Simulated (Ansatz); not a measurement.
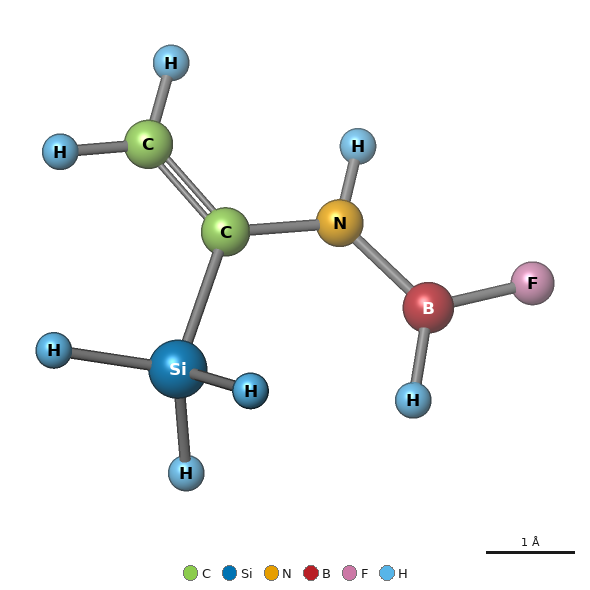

Depth is shown by fading: the farther an atom, the more it takes the colour of the background. Computed geometry: PBE0-D4/def2-TZVP optimisation. No frequency run is at hand to confirm it as a minimum. Masses are those of the most abundant isotopes; constants are for the rigid equilibrium geometry.

Question: What kind of rotor is it, and what are its rotational constants in cm⁻¹?

Answer: An asymmetric top (Cs): A = 0.160, B = 0.0530, C = 0.0403 cm⁻¹. Ray's parameter κ is −0.79, nearer the prolate limit.
